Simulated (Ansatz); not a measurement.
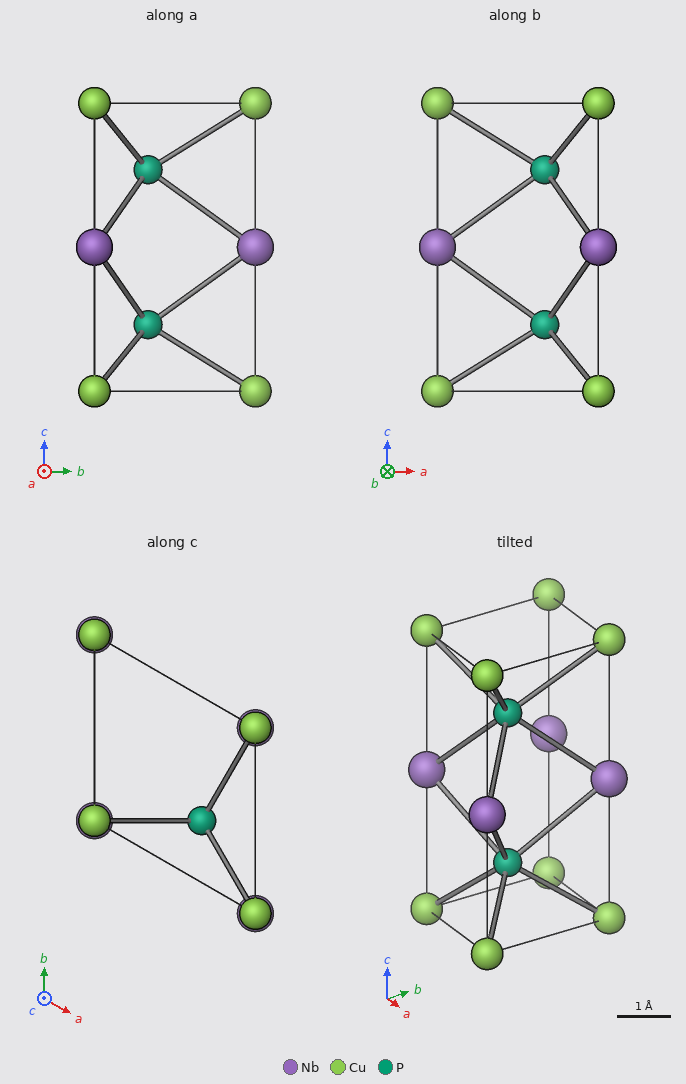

Shown here is a ball-and-stick view of the crystal, taken along the a axis, along the b axis, along the c axis and slightly off an axis. The frame is the conventional unit cell; atoms at its boundary are shown with their periodic copies.

Lattice parameters: a = 3.5702 Å, b = 3.5702 Å, c = 5.5332 Å, α = 90.000°, β = 90.000°, γ = 120.000°.

Question: Transcribe the picture into a CIF with its space group and independent sites, with free fractional coordinates to two decimals.

Answer:
```cif
data_structure
_symmetry_space_group_name_H-M 'P -6 m 2'
_symmetry_Int_Tables_number 187
_cell_length_a 3.5702
_cell_length_b 3.5702
_cell_length_c 5.5332
_cell_angle_alpha 90.000
_cell_angle_beta 90.000
_cell_angle_gamma 120.000
_cell_volume 61.08
loop_
_atom_site_label
_atom_site_type_symbol
_atom_site_symmetry_multiplicity
_atom_site_Wyckoff_symbol
_atom_site_fract_x
_atom_site_fract_y
_atom_site_fract_z
_atom_site_occupancy
Nb1 Nb 1 b 0.00 0.00 0.50 1
Cu1 Cu 1 a 0.00 0.00 0.00 1
P1 P 2 i 0.6667 0.3333 0.77 1
```

The structure comes from a structure type filled with these elements by a generator (whether the compound takes this form wasn't checked). Earlier steps of the study may have refined or changed the cell and positions. Ansatz was used for an electronic-structure calculation on it.
